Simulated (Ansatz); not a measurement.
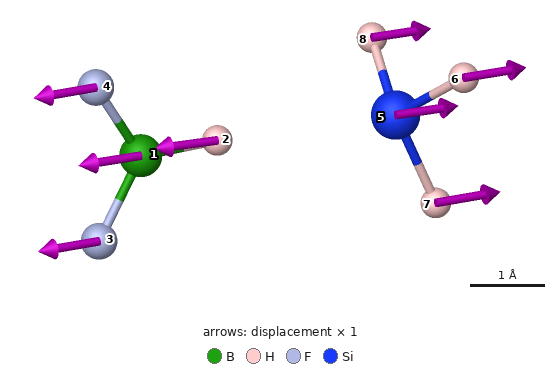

This is a relaxation of BSiH$_{4}$F$_{2}$ (multiplicity 2). The starting structure is drawn; purple arrows show the displacements, at their true length. The two geometries are superimposed by the best rigid fit.

A ball-and-stick model, seen at a tilt.

The run prepares an end point of a later path (reaction) calculation, from a guessed geometry.

Theory: UHF/def2-SVP (Ansatz 0.2.0). Set-up: collinear spin; force threshold 0.03 eV/Å; at most 50 steps.

Describe the change and its energy.

Answer. The atom that moves furthest after the best rigid fit is H7 (0.99 Å). Largest moves by element: H 0.99 Å, F 0.95 Å, Si 0.95 Å, B 0.95 Å. Among the contacts that change: Si5–H8 1.486 → 1.481 Å. After 9 geometry steps the energy has fallen by 4.68 kcal/mol. The largest force component goes from 0.49 to 0.011 eV/Å. Cost: 9.6 s on 2 threads of Arm Neoverse V1, with other jobs on the host, peak memory 0.18 GiB.

Limits of the set-up: the start holds two separate molecules, 2.7 Å apart at their closest, whose relative position is a soft coordinate and is computed without a dispersion correction; Hartree-Fock leaves out electron correlation.
